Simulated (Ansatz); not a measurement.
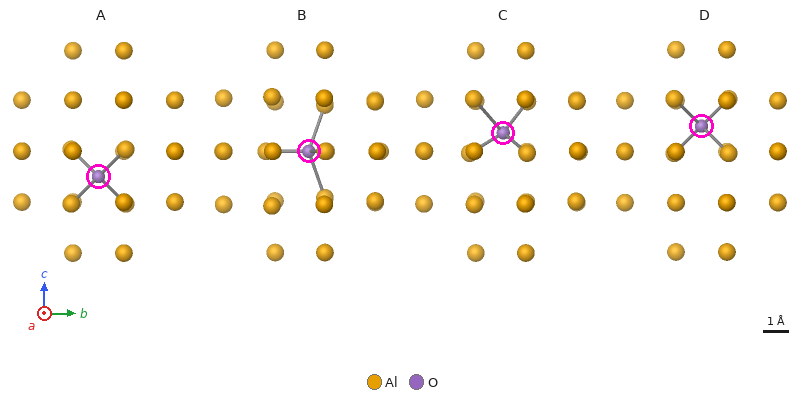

4 geometries from a converged minimum-energy path of Al with an interstitial O (33 atoms in the cell), shuffled. The picture is a ball-and-stick view of the atoms within 4.6 Å of the middle of the path, seen along the a axis. The moving atom is ringed, with any periodic copies. Bonds to atoms that aren't drawn are left out.

Level of theory: DFT LDA, scalar-relativistic, plane waves, PAW (Ansatz 0.2.0). Run with plane-wave cutoff 420 eV; k-point mesh 3 × 3 × 3; Fermi-Dirac smearing 0.05 eV; 5 movable images; climbing image; force threshold 0.05 eV/Å; iteration limit 73; starting path by image-dependent pair potential.

> Which frame is the transition state?

B. In order along the path, whose images run from 0 to 6: D (image 0, 0.00 eV), C (image 1, +0.28 eV), B (image 3, +0.98 eV), A (image 6, 0.00 eV). The O atom travels furthest, 2.02 Å from end to end, along −c, on a path that bends up to 0.52 Å away from the straight line. At the highest image its nearest neighbour (Al) is 1.83 Å away, against 1.89 Å at the start, and the surrounding atoms stand up to 0.25 Å off the mean of their end positions.

Limits of the set-up: the periodic images lie only 8.1 Å apart, so the values are limited by the cell's size.
